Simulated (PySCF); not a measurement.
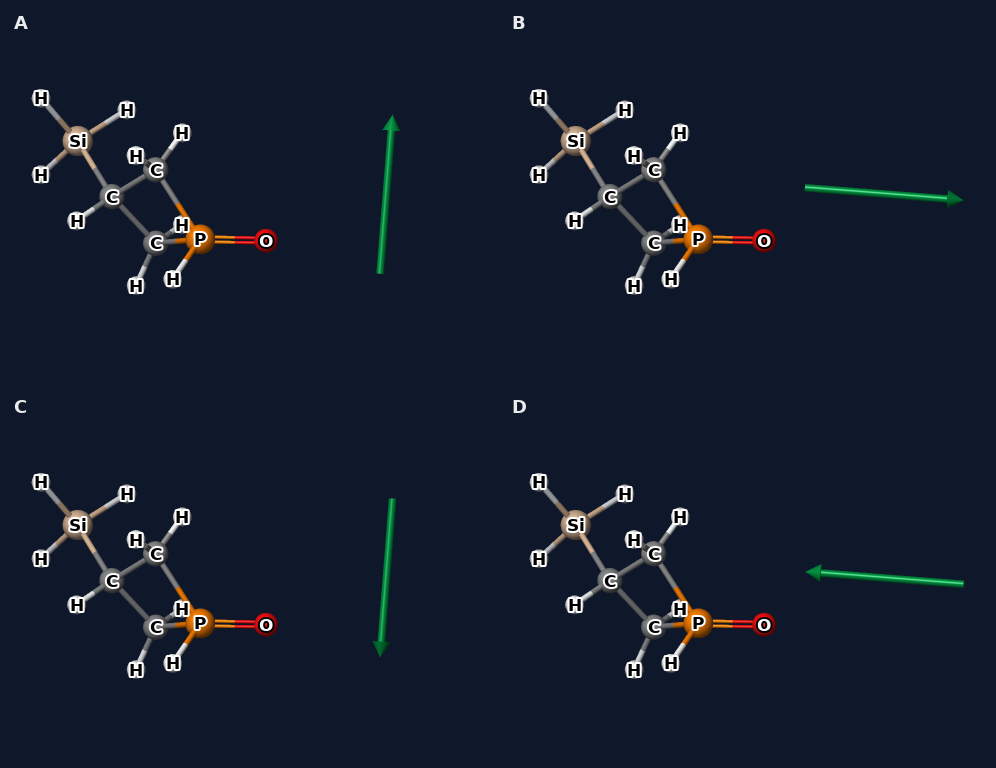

The same molecule four times, each with an arrow. The computed structure is the end point of a GFN2-xTB optimisation. No frequency run is at hand to confirm it as a minimum. Level of theory: PBE0/pcSseg-1, gas phase (PySCF 2.14.0).

### Which arrow points along the dipole moment, from the negative to the positive end?

D. The dipole moment is 3.90 D.

The geometry is semi-empirical. Around P, Si such bond lengths and angles can be off by a tenth of an ångström or more and by several degrees, and values that hang on the shape move with them.
